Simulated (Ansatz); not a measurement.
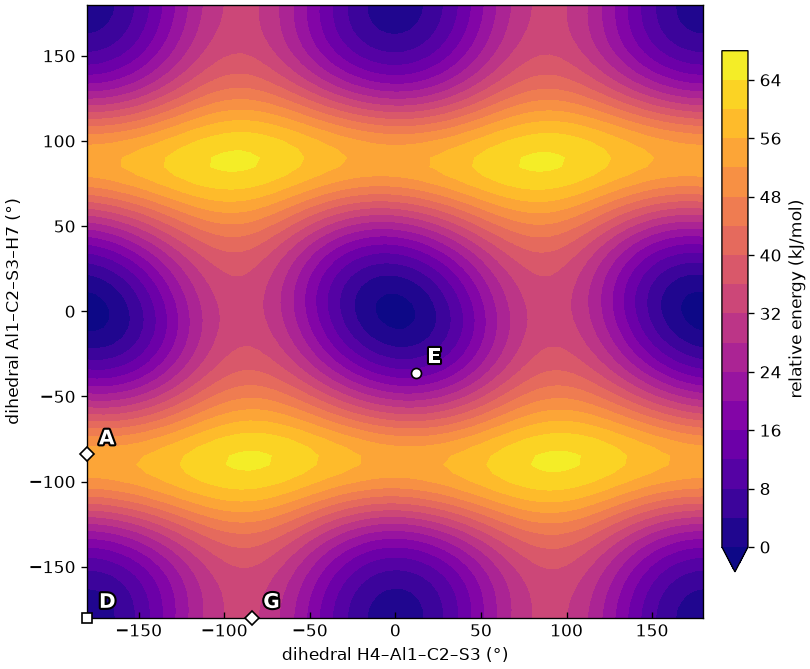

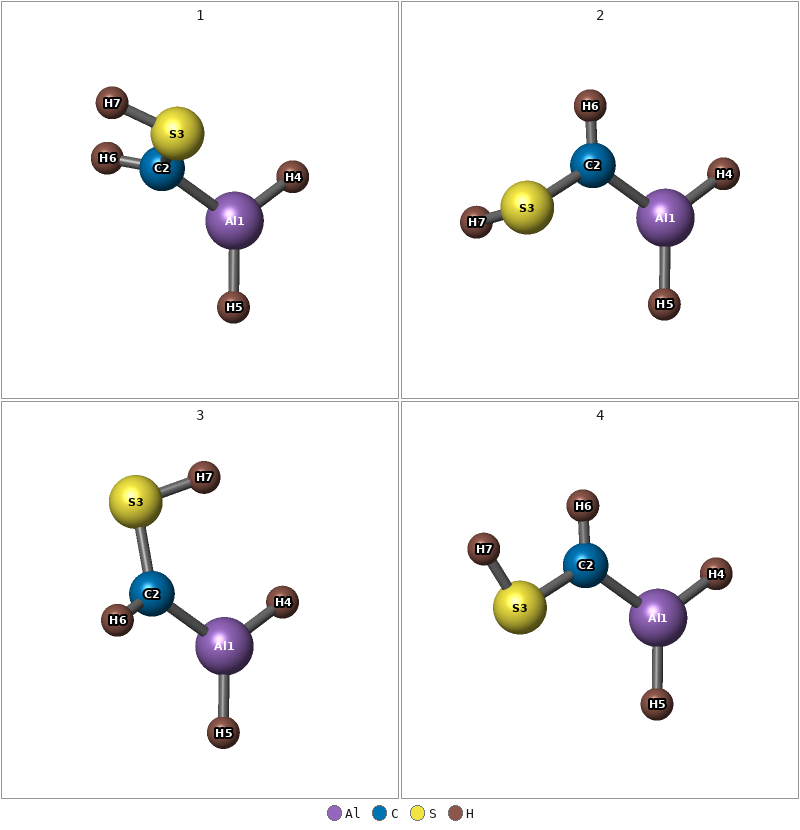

CH₄AlS, SMILES [AlH2][CH]S, spin multiplicity 2. First axis: dihedral H4–Al1–C2–S3. Second axis: dihedral Al1–C2–S3–H7. Nothing is relaxed (all other coordinates rigid). The scan uses a 15 × 15 grid; 178 points were computed and 47 follow by symmetry. Energies are in kJ/mol, from the lowest grid point. The calculation used UKS r2SCAN0-D4/def2-SVP (Ansatz 0.2.0).

The picture shows filled contours, lettered points. Between grid points the surface is interpolated. The numbered pictures are the structures at these points, in random order.

**Which structure belongs to which point?**

A is structure 2: dihedral H4–Al1–C2–S3 = −180°, dihedral Al1–C2–S3–H7 = −84°, 54.1 kJ/mol; D is structure 4: dihedral H4–Al1–C2–S3 = −180°, dihedral Al1–C2–S3–H7 = −180°, 1.8 kJ/mol; E is structure 3: dihedral H4–Al1–C2–S3 = 12°, dihedral Al1–C2–S3–H7 = −36°, 13.4 kJ/mol; G is structure 1: dihedral H4–Al1–C2–S3 = −84°, dihedral Al1–C2–S3–H7 = −180°, 32.7 kJ/mol.
